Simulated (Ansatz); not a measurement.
## Single-point calculation of CH4FNOSi

System: CH4FNOSi, SMILES N=C(F)O[SiH3].
Method: RKS PBE0-D4/def2-TZVPP (Ansatz 0.2.0).

The geometry comes from this level: PBE0-D4/def2-TZVP.

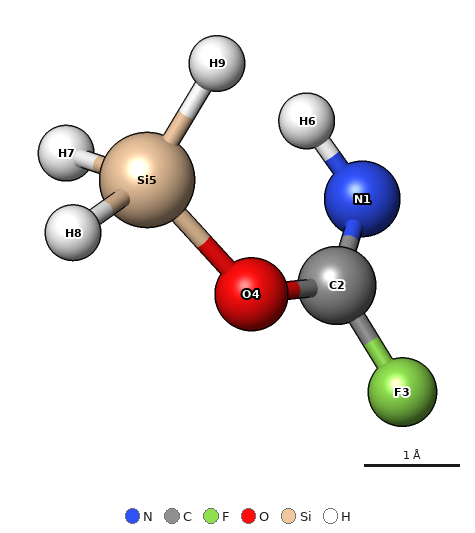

Fig. 1: The structure (ball-and-stick view, seen at a tilt; atoms are numbered from 1 in the order of the input). Bond lengths as drawn: C–F 1.32 Å, C–N 1.25 Å, C–O 1.33 Å, H–N 1.01 Å, H–Si 1.48 Å and O–Si 1.67 Å.

### Results in brief

```json
{"quantity": "outcome", "value": "converged"}
{"quantity": "total energy", "value": "−15226.6096 eV"}
{"quantity": "mean-field energy", "value": "−15226.4654 eV"}
{"quantity": "dispersion energy", "value": "−0.1442 eV"}
{"quantity": "SCF solution under orbital rotations", "value": "stable"}
{"quantity": "HOMO", "value": "−8.65 eV"}
{"quantity": "LUMO", "value": "−0.46 eV"}
{"quantity": "hardware", "value": "2 threads of Intel Xeon, 15 GiB of memory available, shared host"}
{"quantity": "wall time", "value": "7.5 s (CPU time 12 s)"}
{"quantity": "peak memory", "value": "0.47 GiB"}
```

### Input file
```yaml
crystal:
  periodic: [false, false, false]
  atoms:
    - {symbol: N, position_ang: [1.645696, 0.938538, 0.192961]}
    - {symbol: C, position_ang: [1.378029, -0.267101, 0.000382]}
    - {symbol: F, position_ang: [2.362364, -1.137545, -0.107943]}
    - {symbol: O, position_ang: [0.226866, -0.916464, -0.129506]}
    - {symbol: Si, position_ang: [-1.279500, -0.187510, -0.070111]}
    - {symbol: H, position_ang: [0.821628, 1.525602, 0.262606]}
    - {symbol: H, position_ang: [-1.374699, 0.826091, -1.148140]}
    - {symbol: H, position_ang: [-2.236255, -1.292892, -0.267025]}
    - {symbol: H, position_ang: [-1.455528, 0.464982, 1.249674]}
basis:
  gaussian: {orbitals: def2-TZVPP}
hamiltonian: {xc: pbe0, dispersion: d4}
output: {orbitals: {seedname: orbitals}}
```

Run as:
```bash
ansatz run in.yaml --threads 2 --pin off --events-out ev --progress --plain --max-ram 4352MiB
```

### What the program printed
```
Functional definition: PBE0
  name "PBE0"
  cite "Adamo & Barone, J. Chem. Phys. 110, 6158 (1999) doi:10.1063/1.478522"
  cite "Perdew, Burke & Ernzerhof, Phys. Rev. Lett. 77, 3865 (1996) doi:10.1103/PhysRevLett.77.3865"
  parent pbe
  parameter a = 0.25
  parameter kappa = 0.804
  parameter beta = 0.06672455060314922
  exchange = (1 - a)*pbe_x(kappa = kappa, mu = beta*pi^2/3) + a*exact_x
  correlation = pbe_c(beta = beta)
1169 factors; their error is unknown
mean field evaluation 1: about -15219.8887 eV, gradient 6.2e1 eV
mean field evaluation 2: about -15212.4508 eV, gradient 8.4e1 eV
mean field evaluation 4: about -15226.3643 eV, gradient 5.9e0 eV
mean field evaluation 8: about -15226.4256 eV, gradient 1.8e-1 eV
mean field evaluation 16: about -15226.4654 eV, gradient 1.3e-4 eV
mean field -15226.46536661 eV, -559.5622813538 hartree, gradient 2.0e-5 eV, S^2 0.000000; 0 other end points of the search recorded, 0 dependent functions left out
reference -15226.46539427 eV, -559.5622823706 hartree; 24, 24 occupied and 198, 198 virtual orbitals, 1169 factors
Total energy: -15226.60962334 eV, -559.5675826909 hartree
```

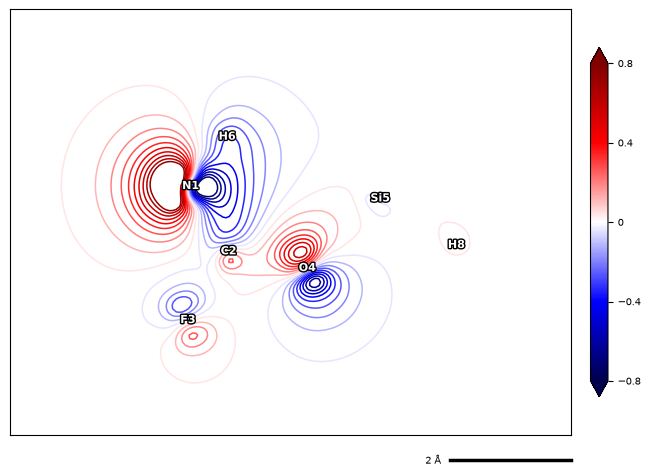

Fig. 2: The HOMO−1 on the plane of atoms C2, N1 and H6 (values in Å⁻³ᐟ²; the overall sign is arbitrary). Its energy is −8.68 eV.

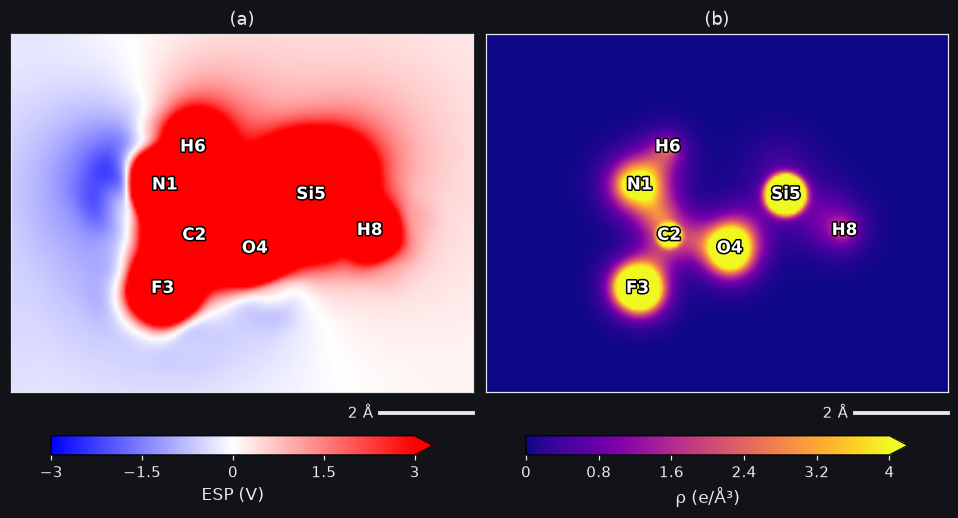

Fig. 3: (a) electrostatic potential; (b) electron density on the plane of atoms F3, C2 and O4. The section cuts through N, C, F, O, Si and H sites. C–N (1.25 Å): ρ at the midpoint is about 3 e/Å³. Si–O (1.67 Å): ρ at the midpoint is about 1.1 e/Å³. N–H (1.01 Å): ρ is about 2.9 e/Å³ halfway, with its minimum of 2.3 e/Å³ about 0.8 Å from N.

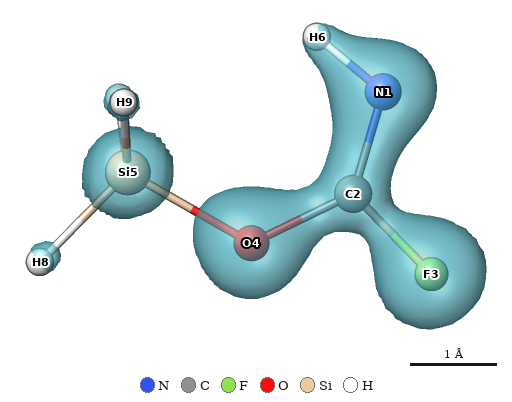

Fig. 4: Isosurface of the total electron density at 1.5 e/Å³ (cyan), seen face on. At this value the surface falls into five separate pieces. It is pinched off along the Si–O (1.67 Å) contacts. On the grid the lowest density along these lines, outside the cores, is 2.9 e/Å³ (C–N, 1.25 Å), 2 e/Å³ (C–F, 1.32 Å), 2.1 e/Å³ (C–O, 1.33 Å) and 0.95 e/Å³ (Si–O, 1.67 Å).

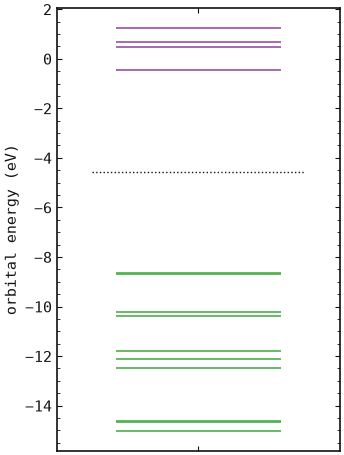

Fig. 5: Orbital energies near the frontier; the dotted line parts filled from empty levels, and levels within 0.02 eV of each other stand side by side. Highest filled −8.65 eV, lowest empty −0.46 eV, 8.19 eV apart.
